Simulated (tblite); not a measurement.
Run report: C$_{5}$H$_{7}$O$_{2}$Se, geometry relaxation (part 1 of 2)

C$_{5}$H$_{7}$O$_{2}$Se, multiplicity 2, SMILES C=C(C[Se]C)O[C]=O, computed with GFN2-xTB geometry optimisation, gas phase (tblite 0.8.0).

It belongs to a series of runs on one base structure; here: H removed from acyl C.

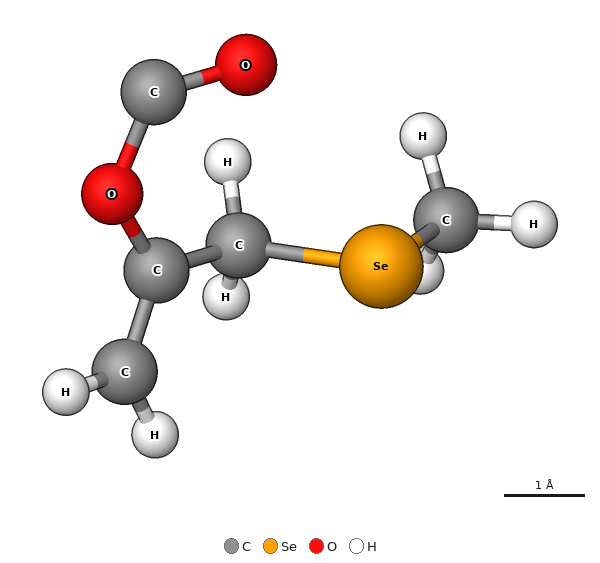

Figure 1. The structure as given in the input (ball-and-stick view, seen at a tilt). Bond lengths as drawn: C–C 1.34 to 1.51 Å, C–H 1.07 to 1.12 Å, C–O 1.26 to 1.40 Å and C–Se 1.93 to 1.94 Å.

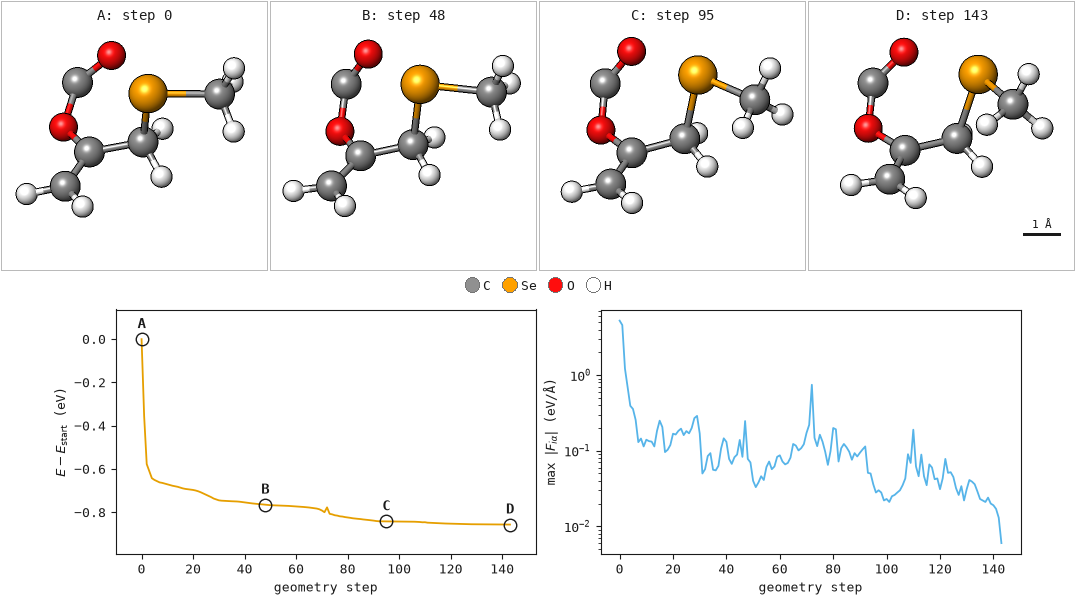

Figure 2. Frames of the relaxation (ball-and-stick view, seen at a tilt) above the curves, on which the letters mark them (steps are counted from 0).

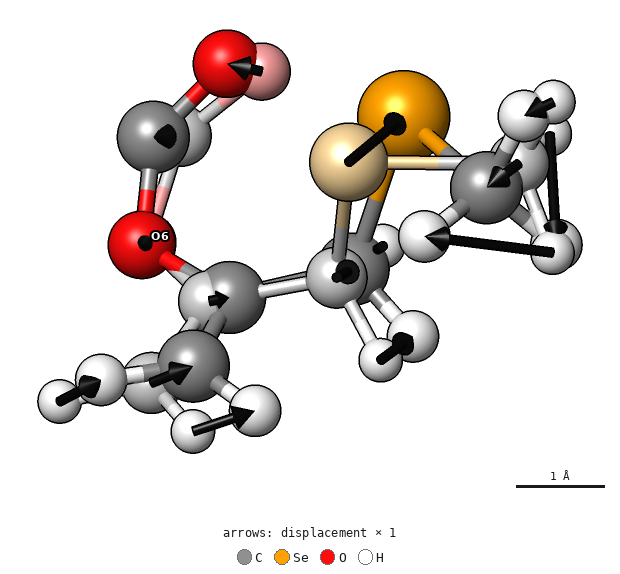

Figure 3. Start (faint) and end (solid) with the displacements as black arrows, at true length (ball-and-stick view, seen at a tilt). The two geometries are laid on each other by the best rigid fit. H15 moves most after the best rigid fit: 1.62 Å. By element the largest moves are H 1.62 Å, Se 1.54 Å, C 0.74 Å, O 0.42 Å. Among the contacts that change: O6–C7 1.405 → 1.288 Å, C7–O8 1.263 → 1.196 Å, C3–Se4 1.944 → 2.005 Å, C2–C3 1.511 → 1.480 Å. Among the angles that change: O6–C7–O8 122.5° → 133.7°, C1–C2–C3 118.2° → 126.6°, C3–C2–O6 123.7° → 116.1°. The energy falls by 0.856 eV in 143 geometry steps. The largest force component goes from 5.3 to 0.006 eV/Å. (Atoms are counted from 1 in the order of the input.)

The input that produced these results follows, with the program's output.

Input:
```
{"job": {"kind": "relax", "xc": "GFN2-xTB", "basis": "xTB"}, "charge": 0, "multiplicity": 2}
C     -1.436600    -1.635200     1.392900
C     -1.351500    -0.539000     0.621800
C     -0.079000    -0.314200    -0.162000
Se     1.238900     0.611700     0.926800
C      2.516500     0.675100    -0.524300
O     -2.446600     0.336100     0.596800
C     -2.428300     1.668800     0.152700
O     -1.354300     2.292900    -0.075000
H     -2.339000    -1.820300     1.969300
H     -0.638300    -2.348400     1.464100
H      0.334000    -1.282100    -0.505900
H     -0.311800     0.274100    -1.077900
H      3.440200     1.176500    -0.173000
H      2.093000     1.254700    -1.378600
H      2.758400    -0.342700    -0.868100
```

The first line tells a small driver script what to run in tblite; the rest is the geometry in Å.

Launch command:
```bash
OMP_NUM_THREADS=1 python <driver script> task.json out
```

The program's output:
```
step      E/eV     max force
  0    -692.33034    5.413
  1    -692.68574    5.794
  2    -692.90744    1.235
  3    -692.93963    0.713
  4    -692.97263    0.618
  5    -692.98054    0.375
  6    -692.98649    0.260
  7    -692.99197    0.147
  8    -692.99412    0.154
  9    -692.99752    0.150
 10    -693.00092    0.202
 11    -693.00467    0.180
 12    -693.00739    0.169
 13    -693.00964    0.129
 14    -693.01225    0.207
 15    -693.01582    0.272
 16    -693.01956    0.216
 17    -693.02203    0.121
 18    -693.02347    0.120
 19    -693.02489    0.140
 20    -693.02679    0.185
 21    -693.02943    0.192
 22    -693.03304    0.223
 23    -693.03772    0.234
 24    -693.04323    0.247
 25    -693.04901    0.231
 26    -693.05424    0.197
 27    -693.05994    0.211
 28    -693.06657    0.331
 29    -693.07059    0.357
 30    -693.07479    0.186
 31    -693.07634    0.061
 32    -693.07708    0.062
 33    -693.07773    0.098
 34    -693.07855    0.098
 35    -693.07908    0.072
 36    -693.07951    0.063
 37    -693.08007    0.063
 38    -693.08109    0.110
 39    -693.08278    0.149
 40    -693.08490    0.142
 41    -693.08664    0.094
 42    -693.08787    0.092
 43    -693.08904    0.116
 44    -693.09035    0.103
 45    -693.09167    0.173
 46    -693.09283    0.099
 47    -693.09358    0.326
 48    -693.09496    0.089
 49    -693.09615    0.080
 50    -693.09721    0.050
 51    -693.09764    0.044
 52    -693.09804    0.045
 53    -693.09831    0.059
 54    -693.09860    0.059
 55    -693.09907    0.075
 56    -693.09973    0.090
 57    -693.10052    0.068
 58    -693.10128    0.070
 59    -693.10199    0.092
 60    -693.10272    0.100
 61    -693.10362    0.088
 62    -693.10457    0.069
 63    -693.10558    0.082
 64    -693.10662    0.086
 65    -693.10784    0.133
 66    -693.10934    0.135
 67    -693.11089    0.102
 68    -693.11278    0.119
 69    -693.11607    0.149
 70    -693.12172    0.213
 71    -693.12974    0.263
 72    -693.10726    0.776
 73    -693.13706    0.169
 74    -693.13960    0.134
 75    -693.14370    0.214
 76    -693.14544    0.194
 77    -693.14867    0.123
 78    -693.14978    0.086
 79    -693.15226    0.103
 80    -693.15390    0.218
 81    -693.15561    0.194
 82    -693.15770    0.099
 83    -693.15910    0.110
 84    -693.16024    0.126
 85    -693.16131    0.113
 86    -693.16305    0.104
 87    -693.16410    0.088
 88    -693.16556    0.101
 89    -693.16674    0.097
 90    -693.16840    0.116
 91    -693.17025    0.121
 92    -693.17138    0.129
 93    -693.17177    0.057
 94    -693.17190    0.062
 95    -693.17201    0.046
 96    -693.17216    0.039
 97    -693.17230    0.034
 98    -693.17244    0.034
 99    -693.17255    0.029
100    -693.17266    0.027
101    -693.17278    0.024
102    -693.17292    0.028
103    -693.17308    0.028
104    -693.17322    0.037
105    -693.17342    0.041
106    -693.17365    0.047
107    -693.17411    0.055
108    -693.17486    0.113
109    -693.17616    0.086
110    -693.17586    0.200
111    -693.17796    0.090
112    -693.17859    0.059
113    -693.17925    0.117
114    -693.17989    0.060
115    -693.18040    0.049
116    -693.18120    0.084
117    -693.18157    0.073
118    -693.18191    0.058
119    -693.18228    0.048
120    -693.18254    0.038
121    -693.18290    0.060
122    -693.18328    0.086
123    -693.18380    0.057
124    -693.18439    0.063
125    -693.18466    0.060
126    -693.18490    0.042
127    -693.18506    0.026
128    -693.18520    0.045
129    -693.18533    0.027
130    -693.18550    0.036
131    -693.18569    0.050
132    -693.18582    0.048
133    -693.18595    0.045
134    -693.18605    0.035
135    -693.18614    0.029
136    -693.18623    0.028
137    -693.18635    0.029
138    -693.18647    0.031
139    -693.18658    0.025
140    -693.18664    0.021
141    -693.18666    0.019
142    -693.18668    0.014
143    -693.18669    0.009
```

Trajectory as extended XYZ (Å, eV, eV/Å), 15 of the 144 frames kept, from step=0 to step=143:
```
15
Properties=species:S:1:pos:R:3:forces:R:3 step=0 energy=-692.33034
C    -1.4366   -1.6352    1.3929   -0.8500   0.7970  -0.1240
C    -1.3515   -0.5390    0.6218    0.3700  -0.5060   0.4670
C    -0.0790   -0.3142   -0.1620   -1.2590   0.0030  -0.9310
Se    1.2389    0.6117    0.9268    0.0450   0.2970  -0.0740
C     2.5165    0.6751   -0.5243    0.6140   0.4140  -0.6730
O    -2.4466    0.3361    0.5968   -0.0450   2.2070  -1.0810
C    -2.4283    1.6688    0.1527    5.2670  -1.2010   0.3410
O    -1.3543    2.2929   -0.0750   -4.2540  -2.0180   0.7550
H    -2.3390   -1.8203    1.9693    0.3240   0.0130  -0.1320
H    -0.6383   -2.3484    1.4641   -0.0100   0.0520  -0.1030
H     0.3340   -1.2821   -0.5059   -0.1240   0.3210   0.3550
H    -0.3118    0.2741   -1.0779    0.2990  -0.0650   0.5260
H     3.4402    1.1765   -0.1730   -0.5330  -0.2940  -0.1820
H     2.0930    1.2547   -1.3786    0.2450  -0.3500   0.6570
H     2.7584   -0.3427   -0.8681   -0.0890   0.3310   0.2010
15
Properties=species:S:1:pos:R:3:forces:R:3 step=10 energy=-693.00092
C    -1.4810   -1.6395    1.4068   -0.0400  -0.0250   0.0250
C    -1.3416   -0.5940    0.6068   -0.1380   0.1400   0.0460
C    -0.1299   -0.3117   -0.1907   -0.0250  -0.0040   0.0000
Se    1.2317    0.6567    0.8974    0.0060   0.0270  -0.0680
C     2.5421    0.6890   -0.5504   -0.0300   0.0490   0.0490
O    -2.4286    0.3357    0.5293   -0.0100  -0.1010   0.0890
C    -2.2905    1.5758    0.2370    0.0700  -0.0890  -0.0400
O    -1.3905    2.2903   -0.0926    0.0570   0.0160   0.0520
H    -2.3661   -1.8082    1.9970    0.0780   0.0420  -0.0920
H    -0.6746   -2.3505    1.4771   -0.1040  -0.0210   0.0700
H     0.3265   -1.2559   -0.4859    0.0960  -0.0080  -0.0900
H    -0.3278    0.3132   -1.0623   -0.0270  -0.0500   0.0040
H     3.4387    1.1751   -0.1796    0.0210   0.0200   0.0130
H     2.1191    1.2608   -1.3720    0.0450   0.0120  -0.0550
H     2.7682   -0.3288   -0.8586    0.0020  -0.0080  -0.0020
15
Properties=species:S:1:pos:R:3:forces:R:3 step=20 energy=-693.02679
C    -1.5118   -1.6563    1.4270    0.0050   0.0380  -0.0340
C    -1.3301   -0.6217    0.6204   -0.1680   0.0650  -0.0400
C    -0.1418   -0.3216   -0.2114    0.0150   0.0120   0.0530
Se    1.1969    0.7390    0.8327   -0.0640   0.0100  -0.0830
C     2.5565    0.7234   -0.5685   -0.0260   0.0250   0.0370
O    -2.4196    0.3076    0.5389    0.0670  -0.0390  -0.0320
C    -2.2481    1.5460    0.2496    0.0050  -0.0290   0.0390
O    -1.3077    2.2347   -0.0181    0.0490   0.0560   0.0530
H    -2.4275   -1.7646    1.9847    0.1020  -0.0030  -0.0400
H    -0.7528   -2.4088    1.5442   -0.0130   0.0100  -0.0020
H     0.3617   -1.2360   -0.5256   -0.0040  -0.0580   0.0530
H    -0.3955    0.2862   -1.0825    0.0040  -0.0880   0.0200
H     3.4440    1.1988   -0.1627    0.0260   0.0190   0.0100
H     2.1941    1.2856   -1.4252   -0.0100   0.0090  -0.0230
H     2.7772   -0.3043   -0.8441    0.0120  -0.0290  -0.0110
15
Properties=species:S:1:pos:R:3:forces:R:3 step=31 energy=-693.07634
C    -1.5417   -1.6480    1.4104    0.0190   0.0500   0.0260
C    -1.3658   -0.6201    0.5931   -0.0370  -0.0020  -0.0150
C    -0.1599   -0.3762   -0.2376    0.0010   0.0490   0.0360
Se    1.0959    0.8698    0.7043    0.0350  -0.0060   0.0200
C     2.5543    0.7675   -0.5903   -0.0090  -0.0180  -0.0250
O    -2.4239    0.3153    0.4710   -0.0020  -0.0320  -0.0500
C    -2.1910    1.5789    0.3035   -0.0130  -0.0030   0.0440
O    -1.1760    2.2126    0.2233   -0.0240  -0.0170   0.0260
H    -2.4455   -1.7603    1.9816    0.0080   0.0070  -0.0180
H    -0.7747   -2.3919    1.5304   -0.0190  -0.0040   0.0000
H     0.3777   -1.3113   -0.4009    0.0280   0.0360  -0.0300
H    -0.4225    0.0982   -1.1856    0.0490  -0.0330  -0.0080
H     3.4194    1.2422   -0.1338   -0.0320   0.0110  -0.0100
H     2.2710    1.3027   -1.4939    0.0030   0.0040  -0.0110
H     2.7783   -0.2711   -0.8163   -0.0060  -0.0430   0.0140
15
Properties=species:S:1:pos:R:3:forces:R:3 step=41 energy=-693.08664
C    -1.5391   -1.6187    1.4026   -0.0070  -0.0340   0.0120
C    -1.3610   -0.6173    0.5537   -0.0560  -0.0710  -0.0160
C    -0.1360   -0.3667   -0.2460   -0.0370  -0.0030   0.0380
Se    1.0897    0.9039    0.6894    0.0010   0.0590   0.0450
C     2.5394    0.7531   -0.6049    0.0490  -0.0060  -0.0260
O    -2.4392    0.2847    0.3888    0.0210   0.0160  -0.0160
C    -2.2141    1.5618    0.3499    0.0150  -0.0060  -0.0370
O    -1.1926    2.1889    0.3829   -0.0290   0.0780   0.0430
H    -2.4578   -1.7159    1.9525    0.0020  -0.0190  -0.0120
H    -0.7820   -2.3656    1.5564    0.0300   0.0300   0.0210
H     0.4282   -1.2931   -0.3644   -0.0200   0.0020  -0.0650
H    -0.3664    0.0802   -1.2153   -0.0140  -0.0250   0.0020
H     3.3960    1.2480   -0.1577    0.0590   0.0060  -0.0350
H     2.2642    1.2557   -1.5297   -0.0280   0.0220   0.0050
H     2.7664   -0.2910   -0.7990    0.0140  -0.0480   0.0400
```
